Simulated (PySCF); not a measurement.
## Geometry relaxation of AsF (charge +1) (part 1 of 3)

AsF, charge +1, multiplicity 2, computed with UHF/pcseg-1, optimize (PySCF 2.14.0).

Some settings of this run were made unusual or wrong on purpose. Figures and captions count atoms from 1; the log counts them from 0 in places.

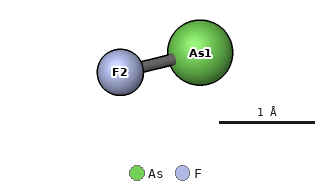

The structure as given in the input (ball-and-stick view, seen at a tilt; atoms are numbered from 1 in the order of the input). Bond lengths as drawn: As–F 1.00 Å.

## Outcome

```tsv
quantity	value
outcome	converged
SCF energy at the first geometry	−2331.398304 hartree
⟨S²⟩	0.762
hardware	1 CPU thread, shared host
wall time	24 s
```

## What went wrong

Some settings of this run were drawn to be unusual or wrong. It converged; results that depend on the unusual settings are not reference values.

## Input
```python
from pyscf import gto, scf
from pyscf.geomopt.geometric_solver import optimize

mol = gto.M(
    atom='As 0 0 0; F 0 0 1.89',
    basis='pcseg-1',
    charge=1,
    spin=1,
    unit='bohr',
    verbose=4,
)
mf = scf.UHF(mol)
mf.kernel()
mol_eq = optimize(mf, maxsteps=30)
print('optimised geometry (angstrom)')
print(mol_eq.tostring('raw'))
print('orbital energies (hartree):', [e[max(0, n-3):n+3].round(4) for e, n in zip(mf.mo_energy, mol.nelec)])
```

Launched with:
```bash
OMP_NUM_THREADS=1 python input.py
```

## Output
```
PySCF version 2.14.0

[INPUT] verbose = 4
[INPUT] num. atoms = 2
[INPUT] num. electrons = 41
[INPUT] charge = 1
[INPUT] spin (= nelec alpha-beta = 2S) = 1
[INPUT] symmetry False subgroup None
[INPUT] Mole.unit = bohr
[INPUT] Symbol           X                Y                Z      unit          X                Y                Z       unit  Magmom
[INPUT]  1 As     0.000000000000   0.000000000000   0.000000000000 AA    0.000000000000   0.000000000000   0.000000000000 Bohr   0.0
[INPUT]  2 F      0.000000000000   0.000000000000   1.000144928639 AA    0.000000000000   0.000000000000   1.890000000000 Bohr   0.0

nuclear repulsion = 157.142857142857
number of shells = 6
number of NR pGTOs = 107
number of NR cGTOs = 41
basis = pcseg-1
ecp = {}

******** <class 'pyscf.scf.uhf.UHF'> ********
method = UHF
initial guess = minao
damping factor = 0
level_shift factor = 0
DIIS = <class 'pyscf.scf.diis.CDIIS'>
diis_start_cycle = 1
diis_space = 8
diis_damp = 0
SCF conv_tol = 1e-09
SCF conv_tol_grad = None
SCF max_cycles = 50
direct_scf = True
direct_scf_tol = 1e-13
number electrons alpha = 21  beta = 20
Set gradient conv threshold to 3.16228e-05
init E= -2334.97623707311

WARN: alpha nocc = 21  HOMO -0.0702720675165893 >= LUMO -0.0702720675165765

  beta  nocc = 20  HOMO = -0.444222940154078  LUMO = -0.0702720675165893

WARN: HOMO -0.0702720675165893 >= LUMO -0.0702720675165893

cycle= 1 E= -2331.35050033614  delta_E= 3.63  |g|= 0.319  |ddm|= 1.88
  alpha nocc = 21  HOMO = -0.578754067822018  LUMO = -0.213092208305557
  beta  nocc = 20  HOMO = -0.832133860119959  LUMO = -0.252808954119828
  HOMO = -0.578754067822  LUMO = -0.25280895412  gap/eV = 8.86942
cycle= 2 E= -2331.39485589012  delta_E= -0.0444  |g|= 0.0895  |ddm|= 0.597
  alpha nocc = 21  HOMO = -0.566963957210769  LUMO = -0.182789773598584
  beta  nocc = 20  HOMO = -0.800074963749223  LUMO = -0.227161269194625
  HOMO = -0.566963957211  LUMO = -0.227161269195  gap/eV = 9.24650
cycle= 3 E= -2331.39777227981  delta_E= -0.00292  |g|= 0.0273  |ddm|= 0.0918
  alpha nocc = 21  HOMO = -0.567059686216568  LUMO = -0.173766785242737
  beta  nocc = 20  HOMO = -0.794359088848495  LUMO = -0.220971849630168
  HOMO = -0.567059686217  LUMO = -0.22097184963  gap/eV = 9.41753
cycle= 4 E= -2331.39822676202  delta_E= -0.000454  |g|= 0.00896  |ddm|= 0.042
  alpha nocc = 21  HOMO = -0.5696717241503  LUMO = -0.173419927944808
  beta  nocc = 20  HOMO = -0.795145947039956  LUMO = -0.221727043560578
  HOMO = -0.56967172415  LUMO = -0.221727043561  gap/eV = 9.46806
cycle= 5 E= -2331.3982918407  delta_E= -6.51e-05  |g|= 0.00258  |ddm|= 0.0172
  alpha nocc = 21  HOMO = -0.570399752290146  LUMO = -0.172623257615675
  beta  nocc = 20  HOMO = -0.794650168752938  LUMO = -0.221488157232073
  HOMO = -0.57039975229  LUMO = -0.221488157232  gap/eV = 9.49437
cycle= 6 E= -2331.39830297635  delta_E= -1.11e-05  |g|= 0.00054  |ddm|= 0.0101
  alpha nocc = 21  HOMO = -0.570544368879555  LUMO = -0.172590644541149
  beta  nocc = 20  HOMO = -0.794684651715573  LUMO = -0.221484655470583
  HOMO = -0.57054436888  LUMO = -0.221484655471  gap/eV = 9.49840
cycle= 7 E= -2331.39830348075  delta_E= -5.04e-07  |g|= 0.00016  |ddm|= 0.00193
  alpha nocc = 21  HOMO = -0.570541236676924  LUMO = -0.17259333956222
  beta  nocc = 20  HOMO = -0.794712508614243  LUMO = -0.221464653152819
  HOMO = -0.570541236677  LUMO = -0.221464653153  gap/eV = 9.49886
cycle= 8 E= -2331.39830353041  delta_E= -4.97e-08  |g|= 3.58e-05  |ddm|= 0.000576
  alpha nocc = 21  HOMO = -0.570538058379281  LUMO = -0.172594702710056
  beta  nocc = 20  HOMO = -0.794729010261593  LUMO = -0.22146056894298
  HOMO = -0.570538058379  LUMO = -0.221460568943  gap/eV = 9.49888
cycle= 9 E= -2331.39830353297  delta_E= -2.55e-09  |g|= 8.54e-06  |ddm|= 0.00015
  alpha nocc = 21  HOMO = -0.570538126769059  LUMO = -0.172593705241993
  beta  nocc = 20  HOMO = -0.794733198984492  LUMO = -0.22145963982938
  HOMO = -0.570538126769  LUMO = -0.221459639829  gap/eV = 9.49891
cycle= 10 E= -2331.39830353309  delta_E= -1.23e-10  |g|= 1.67e-06  |ddm|= 3.9e-05
  alpha nocc = 21  HOMO = -0.570538172281842  LUMO = -0.172593534122244
  beta  nocc = 20  HOMO = -0.794733432963321  LUMO = -0.221459609859566
  HOMO = -0.570538172282  LUMO = -0.22145960986  gap/eV = 9.49891
Extra cycle  E= -2331.39830353309  delta_E= -1.82e-12  |g|= 7.74e-07  |ddm|= 3.7e-06
converged SCF energy = -2331.39830353309  <S^2> = 0.76166384  2S+1 = 2.01163
Create scanner for <class 'pyscf.grad.uhf.Gradients'>
Create scanner for <class 'pyscf.scf.uhf.UHF'>
input.py

Current date and time:

#|     Arguments passed to driver run_optimizer():      |#
customengine              <pyscf.geomopt.geometric_solver.PySCFEngine object>
logIni                    [file]
maxiter                   30
----------------------------------------------------------
Custom engine selected.
Bonds will be generated from interatomic distances less than 1.20 times sum of covalent radii
6 internal coordinates being used (instead of 6 Cartesians)
Internal coordinate system (atoms numbered from 1):
Distance 1-2
Translation-X 1-2
Translation-Y 1-2
Translation-Z 1-2
Rotation-A 1-2
Rotation-B 1-2
Rotation-C 1-2
<class 'geometric.internal.Distance'> : 1
<class 'geometric.internal.TranslationX'> : 1
<class 'geometric.internal.TranslationY'> : 1
<class 'geometric.internal.TranslationZ'> : 1
<class 'geometric.internal.RotationA'> : 1
<class 'geometric.internal.RotationB'> : 1
<class 'geometric.internal.RotationC'> : 1
> ===== Optimization Info: ====
> Job type: Energy minimization
> Maximum number of optimization cycles: 30
> Initial / maximum trust radius (Angstrom): 0.100 / 0.300
> Convergence Criteria:
> Will converge when all 5 criteria are reached:
>  |Delta-E| < 1.00e-06
>  RMS-Grad  < 3.00e-04
>  Max-Grad  < 4.50e-04
>  RMS-Disp  < 1.20e-03
>  Max-Disp  < 1.80e-03
> === End Optimization Info ===

Geometry optimization cycle 1
Cartesian coordinates (Angstrom)
 Atom        New coordinates             dX        dY        dZ
  As   0.000000   0.000000   0.000000    0.000000  0.000000  0.000000
   F   0.000000   0.000000   1.000145    0.000000  0.000000  0.000000
New geometry
   1 As     0.000000000000   0.000000000000   0.000000000000 AA    0.000000000000   0.000000000000   0.000000000000 Bohr
   2 F      0.000000000000   0.000000000000   1.000144928639 AA    0.000000000000   0.000000000000   1.890000000000 Bohr

******** <class 'pyscf.scf.hf.UHF_Scanner'> ********
method = UHF_Scanner
initial guess = minao
damping factor = 0
level_shift factor = 0
DIIS = <class 'pyscf.scf.diis.CDIIS'>
diis_start_cycle = 1
diis_space = 8
diis_damp = 0
SCF conv_tol = 1e-09
SCF conv_tol_grad = None
SCF max_cycles = 50
direct_scf = True
direct_scf_tol = 1e-13
number electrons alpha = 21  beta = 20
Set gradient conv threshold to 3.16228e-05
init E= -2331.39830353309
  alpha nocc = 21  HOMO = -0.570538235939261  LUMO = -0.172593503519335
  beta  nocc = 20  HOMO = -0.794733613984879  LUMO = -0.221459634419578
  HOMO = -0.570538235939  LUMO = -0.22145963442  gap/eV = 9.49891
cycle= 1 E= -2331.39830353309  delta_E= 1.82e-12  |g|= 3.84e-07  |ddm|= 1.59e-06
  alpha nocc = 21  HOMO = -0.57053825316354  LUMO = -0.1725934808928
  beta  nocc = 20  HOMO = -0.794733696081323  LUMO = -0.221459631989747
  HOMO = -0.570538253164  LUMO = -0.22145963199  gap/eV = 9.49891
Extra cycle  E= -2331.39830353309  delta_E= 1.82e-12  |g|= 1.99e-07  |ddm|= 7.67e-07
converged SCF energy = -2331.39830353309  <S^2> = 0.76166397  2S+1 = 2.0116302

******** <class 'pyscf.grad.rhf.Gradients_Scanner'> for <class 'pyscf.scf.hf.UHF_Scanner'> ********
unit = Eh/Bohr
--------------- UHF_Scanner gradients ---------------
         x                y                z
0 As    -0.0000000000     0.0000000000     4.8905872172
1 F     0.0000000000    -0.0000000000    -4.8905872172
----------------------------------------------
cycle 1: E = -2331.39830353  dE = -2331.4  norm(grad) = 6.91633
Step    0 : Gradient = 4.891e+00/4.891e+00 (rms/max) Energy = -2331.3983035331
Hessian Eigenvalues: 5.00000e-02 5.00000e-02 5.00000e-02 ... 5.00000e-02 5.00000e-02 3.47941e+01

Geometry optimization cycle 2
Cartesian coordinates (Angstrom)
 Atom        New coordinates             dX        dY        dZ
  As   0.000000  -0.000000  -0.037190    0.000000 -0.000000 -0.037190
   F  -0.000000   0.000000   1.037335   -0.000000  0.000000  0.037190
New geometry
   1 As     0.000000000000  -0.000000000000  -0.037190028278 AA    0.000000000000  -0.000000000000  -0.070278968009 Bohr
   2 F     -0.000000000000   0.000000000000   1.037334956916 AA   -0.000000000000   0.000000000000   1.960278968009 Bohr

******** <class 'pyscf.scf.hf.UHF_Scanner'> ********
method = UHF_Scanner
initial guess = minao
damping factor = 0
level_shift factor = 0
DIIS = <class 'pyscf.scf.diis.CDIIS'>
diis_start_cycle = 1
diis_space = 8
diis_damp = 0
SCF conv_tol = 1e-09
SCF conv_tol_grad = None
SCF max_cycles = 50
direct_scf = True
direct_scf_tol = 1e-13
number electrons alpha = 21  beta = 20
Set gradient conv threshold to 3.16228e-05
init E= -2332.17060027683
  alpha nocc = 21  HOMO = -0.510309012074651  LUMO = -0.102119016693633
  beta  nocc = 20  HOMO = -0.729271281042222  LUMO = -0.151529273789248
  HOMO = -0.510309012075  LUMO = -0.151529273789  gap/eV = 9.76289
cycle= 1 E= -2331.94970377183  delta_E= 0.221  |g|= 0.195  |ddm|= 0.335
  alpha nocc = 21  HOMO = -0.59286092473829  LUMO = -0.193311480598428
  beta  nocc = 20  HOMO = -0.818253447025449  LUMO = -0.242981142574467
  HOMO = -0.592860924738  LUMO = -0.242981142574  gap/eV = 9.52071
cycle= 2 E= -2331.95819573665  delta_E= -0.00849  |g|= 0.11  |ddm|= 0.223
  alpha nocc = 21  HOMO = -0.583309529037121  LUMO = -0.183122707135849
  beta  nocc = 20  HOMO = -0.809274411574535  LUMO = -0.23246620671932
  HOMO = -0.583309529037  LUMO = -0.232466206719  gap/eV = 9.54693
cycle= 3 E= -2331.96158903929  delta_E= -0.00339  |g|= 0.00484  |ddm|= 0.0622
  alpha nocc = 21  HOMO = -0.581585259438727  LUMO = -0.180877508673391
  beta  nocc = 20  HOMO = -0.806449090334971  LUMO = -0.23016477485167
  HOMO = -0.581585259439  LUMO = -0.230164774852  gap/eV = 9.56264
cycle= 4 E= -2331.96159814178  delta_E= -9.1e-06  |g|= 0.00108  |ddm|= 0.00558
  alpha nocc = 21  HOMO = -0.581624042087126  LUMO = -0.180687567117861
  beta  nocc = 20  HOMO = -0.806249168226679  LUMO = -0.229984270663109
  HOMO = -0.581624042087  LUMO = -0.229984270663  gap/eV = 9.56861
cycle= 5 E= -2331.96159917593  delta_E= -1.03e-06  |g|= 0.000258  |ddm|= 0.00297
  alpha nocc = 21  HOMO = -0.581660444685193  LUMO = -0.18065673829746
  beta  nocc = 20  HOMO = -0.80614070229875  LUMO = -0.229961951192529
  HOMO = -0.581660444685  LUMO = -0.229961951193  gap/eV = 9.57020
cycle= 6 E= -2331.96159927488  delta_E= -9.89e-08  |g|= 6.6e-05  |ddm|= 0.00112
  alpha nocc = 21  HOMO = -0.581671498028806  LUMO = -0.180653295168093
  beta  nocc = 20  HOMO = -0.806112707398082  LUMO = -0.22996093869669
  HOMO = -0.581671498029  LUMO = -0.229960938697  gap/eV = 9.57053
cycle= 7 E= -2331.9615992809  delta_E= -6.02e-09  |g|= 1.56e-05  |ddm|= 0.000295
  alpha nocc = 21  HOMO = -0.581670649448122  LUMO = -0.180655099676966
  beta  nocc = 20  HOMO = -0.806110880492752  LUMO = -0.22996280471421
  HOMO = -0.581670649448  LUMO = -0.229962804714  gap/eV = 9.57046
cycle= 8 E= -2331.9615992812  delta_E= -2.99e-10  |g|= 4.31e-06  |ddm|= 3.17e-05
  alpha nocc = 21  HOMO = -0.581670340364545  LUMO = -0.180655332895779
  beta  nocc = 20  HOMO = -0.806111482967452  LUMO = -0.229962901940832
  HOMO = -0.581670340365  LUMO = -0.229962901941  gap/eV = 9.57045
Extra cycle  E= -2331.96159928122  delta_E= -1.86e-11  |g|= 2.35e-06  |ddm|= 8.17e-06
converged SCF energy = -2331.96159928122  <S^2> = 0.76174374  2S+1 = 2.0117095

******** <class 'pyscf.grad.rhf.Gradients_Scanner'> for <class 'pyscf.scf.hf.UHF_Scanner'> ********
unit = Eh/Bohr
--------------- UHF_Scanner gradients ---------------
         x                y                z
0 As    -0.0000000000     0.0000000000     3.2360049507
1 F     0.0000000000    -0.0000000000    -3.2360049507
----------------------------------------------
cycle 2: E = -2331.96159928  dE = -0.563296  norm(grad) = 4.5764
Step    1 : Displace = 3.719e-02/3.719e-02 (rms/max) Trust = 1.000e-01 (=) Grad = 3.236e+00/3.236e+00 (rms/max) E (change) = -2331.9615992812 (-5.633e-01) Quality = 1.639
Hessian Eigenvalues: 5.00000e-02 5.00000e-02 5.00000e-02 ... 5.00000e-02 5.00000e-02 1.17715e+01

Geometry optimization cycle 3
Cartesian coordinates (Angstrom)
 Atom        New coordinates             dX        dY        dZ
  As  -0.000000  -0.000000  -0.109926   -0.000000 -0.000000 -0.072736
   F   0.000000   0.000000   1.110071    0.000000  0.000000  0.072736
New geometry
   1 As    -0.000000000000  -0.000000000001  -0.109925677674 AA   -0.000000000000  -0.000000000002  -0.207729424861 Bohr
   2 F      0.000000000000   0.000000000001   1.110070606304 AA    0.000000000000   0.000000000002   2.097729424844 Bohr

******** <class 'pyscf.scf.hf.UHF_Scanner'> ********
method = UHF_Scanner
initial guess = minao
damping factor = 0
level_shift factor = 0
DIIS = <class 'pyscf.scf.diis.CDIIS'>
diis_start_cycle = 1
diis_space = 8
diis_damp = 0
SCF conv_tol = 1e-09
SCF conv_tol_grad = None
SCF max_cycles = 50
direct_scf = True
direct_scf_tol = 1e-13
number electrons alpha = 21  beta = 20
Set gradient conv threshold to 3.16228e-05
init E= -2332.89732860286
  alpha nocc = 21  HOMO = -0.520769980236765  LUMO = -0.0994695654230067
  beta  nocc = 20  HOMO = -0.728918572926199  LUMO = -0.150137544016411
  HOMO = -0.520769980237  LUMO = -0.150137544016  gap/eV = 10.08542
cycle= 1 E= -2332.54876097071  delta_E= 0.349  |g|= 0.258  |ddm|= 0.423
  alpha nocc = 21  HOMO = -0.618751049456847  LUMO = -0.21462299916245
  beta  nocc = 20  HOMO = -0.83831757984134  LUMO = -0.26523160341868
  HOMO = -0.618751049457  LUMO = -0.265231603419  gap/eV = 9.61975
cycle= 2 E= -2332.56281671281  delta_E= -0.0141  |g|= 0.154  |ddm|= 0.274
  alpha nocc = 21  HOMO = -0.608277399539714  LUMO = -0.202843107029706
  beta  nocc = 20  HOMO = -0.828200118405775  LUMO = -0.252985239158552
  HOMO = -0.60827739954  LUMO = -0.252985239159  gap/eV = 9.66799
cycle= 3 E= -2332.56969835331  delta_E= -0.00688  |g|= 0.00744  |ddm|= 0.0824
  alpha nocc = 21  HOMO = -0.605479823530058  LUMO = -0.199203840070894
  beta  nocc = 20  HOMO = -0.823647826399253  LUMO = -0.249242047729779
  HOMO = -0.60547982353  LUMO = -0.24924204773  gap/eV = 9.69372
cycle= 4 E= -2332.5697265289  delta_E= -2.82e-05  |g|= 0.00211  |ddm|= 0.00776
  alpha nocc = 21  HOMO = -0.605586249095431  LUMO = -0.19900033991792
  beta  nocc = 20  HOMO = -0.823315608891451  LUMO = -0.249046192062368
  HOMO = -0.605586249095  LUMO = -0.249046192062  gap/eV = 9.70195
cycle= 5 E= -2332.5697304526  delta_E= -3.92e-06  |g|= 0.000548  |ddm|= 0.00432
  alpha nocc = 21  HOMO = -0.60566289177775  LUMO = -0.199006890071327
  beta  nocc = 20  HOMO = -0.823207489354651  LUMO = -0.249066215605482
  HOMO = -0.605662891778  LUMO = -0.249066215605  gap/eV = 9.70349
cycle= 6 E= -2332.56973083456  delta_E= -3.82e-07  |g|= 0.000131  |ddm|= 0.00164
  alpha nocc = 21  HOMO = -0.605675666471025  LUMO = -0.199006199293347
  beta  nocc = 20  HOMO = -0.823193745044978  LUMO = -0.249067425007594
  HOMO = -0.605675666471  LUMO = -0.249067425008  gap/eV = 9.70380
cycle= 7 E= -2332.5697308562  delta_E= -2.16e-08  |g|= 4.47e-05  |ddm|= 0.000325
  alpha nocc = 21  HOMO = -0.605673337672759  LUMO = -0.199006639302079
  beta  nocc = 20  HOMO = -0.823195780017296  LUMO = -0.249067132144829
  HOMO = -0.605673337673  LUMO = -0.249067132145  gap/eV = 9.70375
cycle= 8 E= -2332.56973085912  delta_E= -2.92e-09  |g|= 1.11e-05  |ddm|= 8.18e-05
  alpha nocc = 21  HOMO = -0.605673120669791  LUMO = -0.199006777638899
  beta  nocc = 20  HOMO = -0.823197451035402  LUMO = -0.24906659220346
  HOMO = -0.60567312067  LUMO = -0.249066592203  gap/eV = 9.70376
cycle= 9 E= -2332.56973085932  delta_E= -2.02e-10  |g|= 2.54e-06  |ddm|= 2.81e-05
  alpha nocc = 21  HOMO = -0.605673059137122  LUMO = -0.199006752126939
  beta  nocc = 20  HOMO = -0.82319747347344  LUMO = -0.249066482545732
  HOMO = -0.605673059137  LUMO = -0.249066482546  gap/eV = 9.70376
Extra cycle  E= -2332.56973085933  delta_E= -8.19e-12  |g|= 1.36e-06  |ddm|= 3.65e-06
converged SCF energy = -2332.56973085933  <S^2> = 0.7619662  2S+1 = 2.0119306

******** <class 'pyscf.grad.rhf.Gradients_Scanner'> for <class 'pyscf.scf.hf.UHF_Scanner'> ********
unit = Eh/Bohr
--------------- UHF_Scanner gradients ---------------
         x                y                z
0 As     0.0000000000     0.0000000000     1.4250398884
1 F    -0.0000000000    -0.0000000000    -1.4250398884
----------------------------------------------
cycle 3: E = -2332.56973086  dE = -0.608132  norm(grad) = 2.01531
Step    2 : Displace = 7.274e-02/7.274e-02 (rms/max) Trust = 1.414e-01 (+) Grad = 1.425e+00/1.425e+00 (rms/max) E (change) = -2332.5697308593 (-6.081e-01) Quality = 1.367
Hessian Eigenvalues: 5.00000e-02 5.00000e-02 5.00000e-02 ... 5.00000e-02 5.00000e-02 6.58770e+00

Geometry optimization cycle 4
Cartesian coordinates (Angstrom)
 Atom        New coordinates             dX        dY        dZ
  As  -0.000000  -0.000000  -0.167161   -0.000000 -0.000000 -0.057235
   F   0.000000   0.000000   1.167306    0.000000  0.000000  0.057235
New geometry
   1 As    -0.000000000000  -0.000000000002  -0.167161018015 AA   -0.000000000001  -0.000000000003  -0.315888542751 Bohr
   2 F      0.000000000000   0.000000000002   1.167305946642 AA    0.000000000001   0.000000000003   2.205888542730 Bohr
```
